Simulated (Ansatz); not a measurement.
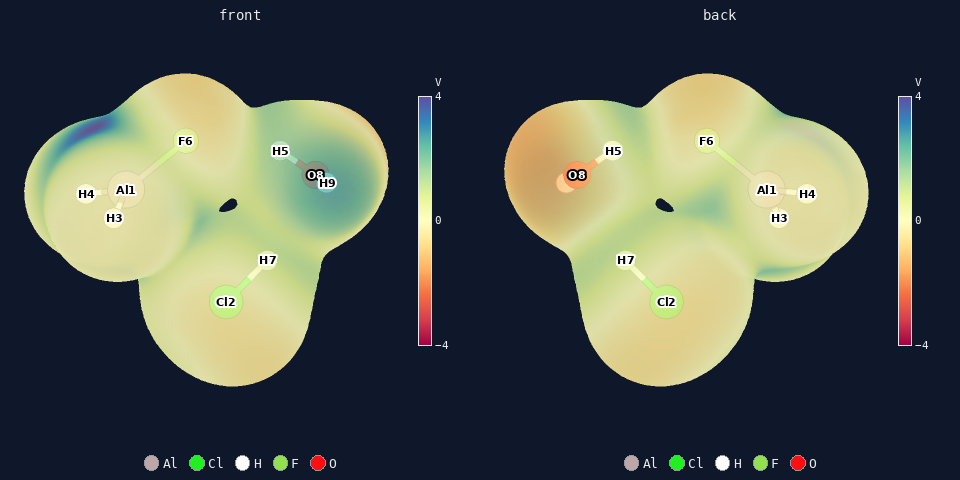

Figure 1: AlFH2···HCl···H2O. The electrostatic potential painted on the density surface at 0.002 e/bohr³, seen from the front and from behind; red is negative and blue positive.

Not at a stationary point (largest force 1.4 eV/Å).

Method: Ansatz, UKS r2SCAN/6-31G*.

```xyz
9

Al   -1.5277   -0.9386   -0.9295
Cl    1.6040    0.4909   -1.6715
H    -1.0321   -2.4272   -1.1468
H    -2.3368   -0.0314   -1.9443
H     0.2374    0.8091    1.6801
F    -1.3317   -0.3059    0.6709
H     1.6066    1.0004   -0.4581
O     1.1603    1.1007    1.7509
H     1.6199    0.3020    2.0483
```

Describe the electrostatic potential map.

Answer. The most negative region (about −1.5 V, or −35 kcal/mol for a unit charge) lies over O8, the most positive (about +3.6 V, or +83 kcal/mol for a unit charge) over Al1. Cl2 shows a σ-hole: about +0.4 V, or +9 kcal/mol for a unit charge at the tip opposite its bond, against about −0.2 V on its flanks. O8 is the likeliest acceptor of a hydrogen bond.
